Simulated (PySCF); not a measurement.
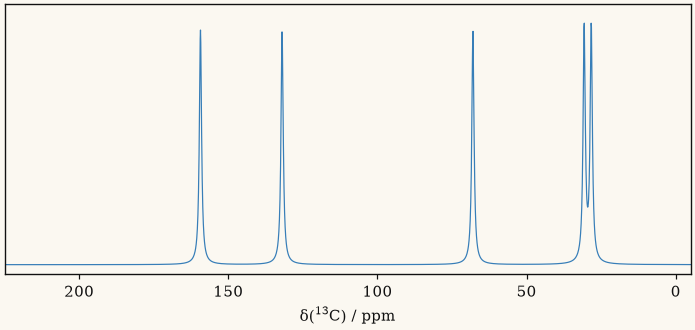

GIAO shifts, PBE0/pcSseg-1 in PySCF, at a GFN2-xTB geometry (no frequency check), against TMS for ¹³C computed at the same level. Gas phase, fully decoupled, line heights follow the number of nuclei, widths are arbitrary (no quadrupolar broadening); values of one conformer, averaged over nuclei that symmetry, rotation about single bonds or ring flips exchange, these motions taken as fast; other conformers aren't averaged in.

**Which structure fits the spectrum?**
A. C₄H₈O₂S, SMILES CSC1OCCO1
B. C₅H₈O, SMILES OCC1=CCC1
C. C₆H₁₂S (cyclopentylmethylsulfide), SMILES CSC1CCCC1
D. C₆H₈O₃, SMILES O=COC1=COCCC1

B. Its ¹³C signals: 159.3 (1 C), 132.0 (1 C), 68.0 (1 C), 30.7 (1 C), 28.3 (1 C) ppm.

Note: the tight-binding geometry is rougher than a DFT one and adds to the error.
